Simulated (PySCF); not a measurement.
**GeF2 (SMILES [F][Ge][F]): MP2/STO-3G**

What is the vertical ionisation energy of GeF2 at MP2/STO-3G? 

The results are computed with PySCF 2.14.0.

6 further runs of the same task are left out: 6 set aside as unsound or not needed.

## 1. The system as given

GeF2 has 3 atoms, charge 0, and is taken as a singlet. SMILES: `[F][Ge][F]`. The shape comes from GFN2-xTB, which is rough for such elements, and wasn't checked as a minimum.

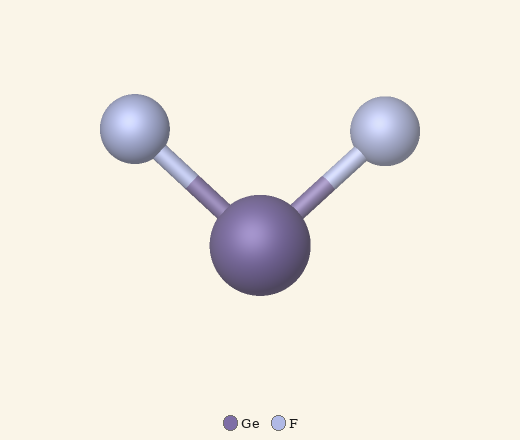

The structure, seen from a chosen angle (germanium purple, fluorine light blue).

## 2. The energy at MP2/STO-3G

run.py

```python
# GeF2
from pyscf import gto, mp

molecule = gto.M(
    atom='Ge 0.004500 -0.007920 -0.812340; F 1.320810 -0.018750 0.415140; F -1.325320 0.026670 0.397200',
    basis='sto-3g',
    verbose=3,
    max_memory=1860,
)

myscf = molecule.RHF()
myscf.conv_tol = 1e-10
myscf.kernel()
if not myscf.converged:
    myscf = myscf.newton().run(myscf.mo_coeff, myscf.mo_occ)

pt = mp.MP2(myscf, frozen=11).run()
energy = pt.e_tot
print(f'total energy: {energy:.8f} hartree')
```

The run is started by

```console
$ OMP_NUM_THREADS=1 python run.py
```

Log:

```text
converged SCF energy = -2247.80763756089
E(RMP2) = -2247.88516466682  E_corr = -0.0775271059351061
E(SCS-RMP2) = -2247.88729746185  E_corr = -0.0796599009623119
total energy: -2247.88516467 hartree
```

It took 0.4 s on 1 thread of AMD EPYC 9R45 (Zen 5), shared host; peak memory 0.12 GiB.

## 3. The doublet cation at the same level

job.py

```python
from pyscf import gto, mp

mol = gto.M(
    atom=[
    ('Ge', (0.004500, -0.007920, -0.812340)),
    ('F', (1.320810, -0.018750, 0.415140)),
    ('F', (-1.325320, 0.026670, 0.397200)),
],
    max_memory=1860,
    basis='sto-3g',
    spin=1,
    verbose=3,
    charge=1,
)

calc0 = mol.UHF()
calc0.conv_tol = 1e-10
calc0.kernel()
if not calc0.converged:
    calc0 = calc0.newton().run(calc0.mo_coeff, calc0.mo_occ)

pt = mp.MP2(calc0, frozen=11).run()
energy = pt.e_tot
print('Final energy', energy)
```

The run is started by

```console
$ OMP_NUM_THREADS=1 python job.py
```

Log:

```text
converged SCF energy = -2247.5625796479  <S^2> = 0.86514205  2S+1 = 2.1120057
E(UMP2) = -2247.63854362042  E_corr = -0.0759639725192546
E(SCS-UMP2) = -2247.63800219958  E_corr = -0.0754225516784788
Final energy -2247.6385436204196
```

Wall time 0.44 s (1 thread of AMD EPYC 9R45 (Zen 5), shared host); peak memory 0.12 GiB.

## 4. Summary of results

Level: MP2/STO-3G, 11 core orbitals frozen.

| quantity | value |
| --- | --- |
| singlet GeF2: total energy | -2247.88516 Eh |
| singlet GeF2: dipole moment (Hartree–Fock density) | 1.20 D |
| singlet GeF2: HOMO energy (Hartree–Fock orbitals) | -7.18 eV |
| singlet GeF2: LUMO energy (Hartree–Fock orbitals) | 4.85 eV |
| singlet GeF2: HOMO–LUMO gap (Hartree–Fock orbitals) | 12.03 eV |
| singlet GeF2: correlation energy (11 core orbitals frozen) | -77.5 mEh |
| doublet cation: total energy | -2247.63854 Eh |
| doublet cation: HOMO energy (Hartree–Fock orbitals) (highest over α and β) | -17.31 eV |
| doublet cation: LUMO energy (Hartree–Fock orbitals) (lowest over α and β) | -6.00 eV |
| doublet cation: correlation energy (11 core orbitals frozen) | -76.0 mEh |
| doublet cation: ⟨S²⟩ of the reference determinant | 0.865 |
| vertical ionisation energy (to the doublet cation) | 6.711 eV |

In words: The vertical ionisation energy comes to 6.71 eV (648 kJ/mol). In a minimal basis such a difference can be off by several eV, whatever the method. ⟨S²⟩ (doublet cation) is 0.87 where a pure doublet has 0.75: the reference is spin-contaminated.
